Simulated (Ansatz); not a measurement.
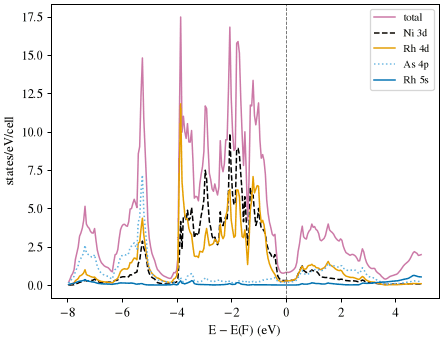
Figure: Total and projected density of states of NiAsRh in space group P4/nmm (No. 129; Ni on 2a, Rh on 2c, As on 2c), plane-wave PAW r²SCAN (Ansatz code)

Which orbitals carry the states next to the Fermi level?

Within 0.5 eV of the Fermi level: Ni 3d 44 %, Rh 4d 29 %, As 4p 20 %. Projections are on Löwdin-orthogonalised atomic valence shells; empty p or d shells of many metals are not among them.

Where is the tallest occupied peak in this window, and what makes it?

Near -3.8 eV, about 17 states/eV per cell; the largest projected share is Rh 4d.

The workflow started from an entry of the Crystallography Open Database (COD). Its standing as an ambient phase is unchecked. The cell was relaxed with r²SCAN under the symmetry of its start; its stability against distortions is not shown here. The workflow began spin-polarised and lost its moments. Spin–orbit coupling is left out wherever it is not named.

Potentials: the later of the program's two PAW sets.
